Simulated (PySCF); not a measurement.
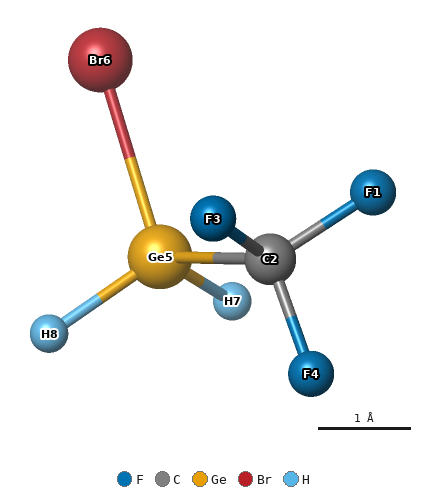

**Figure 1.** The starting structure (ball-and-stick view, seen at a tilt; atoms are numbered from 1 in the order of the input). Sticks mark near contacts. Bond lengths as drawn: Br–Ge 2.26 Å, C–F 1.33 to 1.35 Å, C–Ge 2.02 Å and Ge–H 1.49 to 1.50 Å.

CH$_{2}$BrF$_{3}$Ge: geometry relaxation

The run: geometry relaxation of CH$_{2}$BrF$_{3}$Ge, SMILES F[C](F)(F)[GeH2][Br]. Method and program: PBE0-D3(BJ)/def2-SVP geometry optimisation, gas phase (PySCF 2.14.0).

Output
```
step   0  E = -4988.32124671  max force = 0.019055
step   1  E = -4988.32217426  max force = 0.015245
step   2  E = -4988.32308988  max force = 0.004470
step   3  E = -4988.32345438  max force = 0.003136
step   4  E = -4988.32354172  max force = 0.001888
step   5  E = -4988.32355122  max force = 0.000196
optimisation converged
```

Trajectory as extended XYZ (Å, eV, eV/Å), 6 frames, from step=0 to step=5
```
8
Properties=species:S:1:pos:R:3:forces:R:3 step=0 energy=-135739.13504
F     1.5952    0.2379   -1.1197   -0.4719   0.2307   0.0691
C     1.0229    0.0089    0.0732    0.9798  -0.3500  -0.1610
F     1.3905    0.9960    0.8933   -0.2239   0.0316  -0.0452
F     1.6264   -1.1150    0.5277   -0.6324   0.1553   0.1099
Ge   -0.9809   -0.1913   -0.0250    0.8688   0.1399   0.1971
Br   -1.8247    1.7626   -0.7947   -0.1401   0.4024  -0.1809
H    -1.2953   -1.2942   -0.9808   -0.1798  -0.5217  -0.4836
H    -1.4789   -0.4240    1.3736   -0.2005  -0.0883   0.4945
8
Properties=species:S:1:pos:R:3:forces:R:3 step=1 energy=-135739.16028
F     1.4083    0.0917   -1.2805    0.2579  -0.0042  -0.0530
C     1.0476   -0.1033   -0.0110   -0.7839  -0.0438  -0.2247
F     1.7280    0.7312    0.7535    0.1601   0.1457   0.1674
F     1.3735   -1.3567    0.3282    0.3431  -0.1535   0.0638
Ge   -0.9506   -0.0245    0.1124   -0.0967  -0.1544  -0.0337
Br   -1.6958    2.0177   -0.6359    0.0610  -0.0454   0.0691
H    -1.4157   -1.1226   -0.8720   -0.0292   0.1972   0.1629
H    -1.4404   -0.2501    1.5567    0.0877   0.0584  -0.1519
8
Properties=species:S:1:pos:R:3:forces:R:3 step=2 energy=-135739.18519
F     1.4383    0.0871   -1.2815   -0.0348  -0.0197  -0.0305
C     1.0362   -0.1148   -0.0233    0.0302  -0.1564  -0.1684
F     1.6986    0.7339    0.7498   -0.0559   0.2299   0.1915
F     1.4168   -1.3539    0.3293   -0.0221  -0.0540  -0.0123
Ge   -0.9605   -0.0361    0.1035    0.0396  -0.0445  -0.0336
Br   -1.6760    2.0231   -0.6100    0.0441   0.0043   0.0241
H    -1.4748   -1.1081   -0.8634   -0.0450   0.0279   0.0052
H    -1.4238   -0.2479    1.5469    0.0438   0.0125   0.0240
8
Properties=species:S:1:pos:R:3:forces:R:3 step=3 energy=-135739.19511
F     1.4468    0.0853   -1.2892   -0.0270  -0.0134   0.1105
C     1.0293   -0.1241   -0.0361    0.1612  -0.1265  -0.0875
F     1.6458    0.7537    0.7540   -0.0569   0.0188  -0.0014
F     1.4391   -1.3535    0.3277   -0.0496   0.1336  -0.0442
Ge   -0.9599   -0.0525    0.0936    0.0133   0.0128   0.0176
Br   -1.6353    2.0288   -0.5833    0.0011   0.0386  -0.0147
H    -1.5252   -1.1009   -0.8615   -0.0441  -0.0454  -0.0594
H    -1.3861   -0.2535    1.5460    0.0020  -0.0185   0.0790
8
Properties=species:S:1:pos:R:3:forces:R:3 step=4 energy=-135739.19749
F     1.4543    0.0903   -1.2905   -0.0214   0.0056   0.0438
C     1.0283   -0.1258   -0.0438    0.0971  -0.0574  -0.0365
F     1.6187    0.7661    0.7530   -0.0225  -0.0017  -0.0060
F     1.4555   -1.3452    0.3243   -0.0328   0.0657  -0.0135
Ge   -0.9618   -0.0636    0.0907   -0.0091   0.0004   0.0284
Br   -1.6216    2.0299   -0.5710   -0.0083   0.0072  -0.0097
H    -1.5521   -1.1034   -0.8647   -0.0057  -0.0050  -0.0125
H    -1.3665   -0.2651    1.5533    0.0029  -0.0149   0.0060
8
Properties=species:S:1:pos:R:3:forces:R:3 step=5 energy=-135739.19775
F     1.4549    0.0990   -1.2915   -0.0016   0.0043   0.0076
C     1.0298   -0.1228   -0.0469   -0.0022  -0.0065  -0.0057
F     1.6103    0.7732    0.7525    0.0042   0.0045   0.0020
F     1.4633   -1.3381    0.3210    0.0003   0.0101  -0.0059
Ge   -0.9619   -0.0694    0.0919    0.0011   0.0021   0.0084
Br   -1.6267    2.0248   -0.5666   -0.0048  -0.0058  -0.0013
H    -1.5557   -1.1068   -0.8653    0.0026   0.0005  -0.0003
H    -1.3593   -0.2765    1.5563    0.0005  -0.0093  -0.0046
```

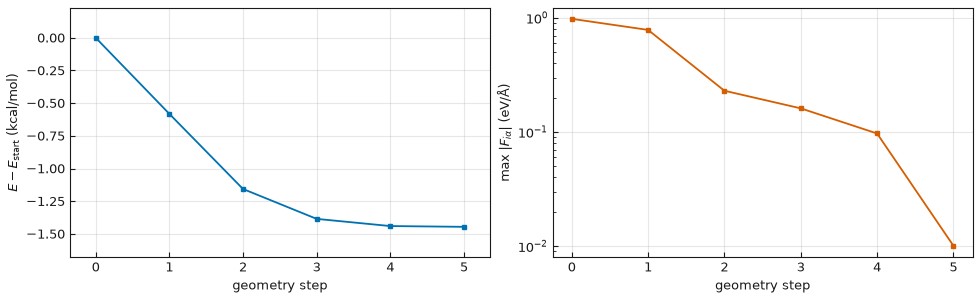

**Figure 2.** Progress of the relaxation, step by step (steps are counted from 0).

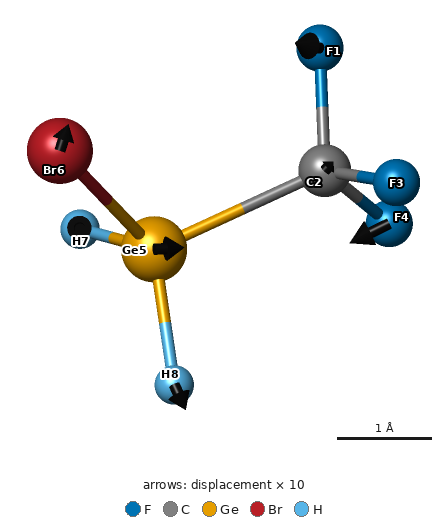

**Figure 3.** The starting structure with the displacements as black arrows, magnified 10 times (ball-and-stick view, seen at a tilt). The two geometries are laid on each other by the best rigid fit. The largest move after the best rigid fit is that of F4, 0.047 Å. By element the largest moves are F 0.047 Å, Ge 0.034 Å, H 0.034 Å, Br 0.030 Å, C 0.014 Å. Among the contacts that change: Ge5–H7 1.493 → 1.531 Å, Ge5–Br6 2.263 → 2.294 Å, Ge5–H8 1.503 → 1.531 Å, C2–Ge5 2.016 → 1.997 Å. Among the angles that change: F1–C2–F4 104.5° → 107.7°, F4–C2–Ge5 112.1° → 109.1°. After 5 geometry steps the energy has fallen by 1.45 kcal/mol. Largest force component: 0.98 eV/Å at the start, 0.01 eV/Å at the end. (Atoms are counted from 1 in the order of the input.)

The run was set up as follows.

Input
```
{"job": {"xc": "PBE0", "basis": "def2-SVP", "d3": "d3bj", "grid": 1, "shake": 0.01, "kind": "geom"}, "charge": 0, "multiplicity": 1}
F      1.595190     0.237930    -1.119720
C      1.022900     0.008890     0.073200
F      1.390470     0.996010     0.893300
F      1.626370    -1.114980     0.527670
Ge    -0.980910    -0.191350    -0.024970
Br    -1.824690     1.762560    -0.794750
H     -1.295260    -1.294250    -0.980760
H     -1.478940    -0.423960     1.373550
```

The first line tells a small driver script what to run in PySCF; the rest is the geometry in Å.

Launched with:
```bash
OMP_NUM_THREADS=1 python <driver script> task.json out
```

Summary

| quantity | value |
| --- | --- |
| outcome | converged |
| total energy | −4988.323551 hartree |
| dipole moment | 1.88 D |
| point group | Cs |
| hardware | 1 CPU thread, shared host |
| wall time | 56 s |
| peak memory | 0.54 GiB |
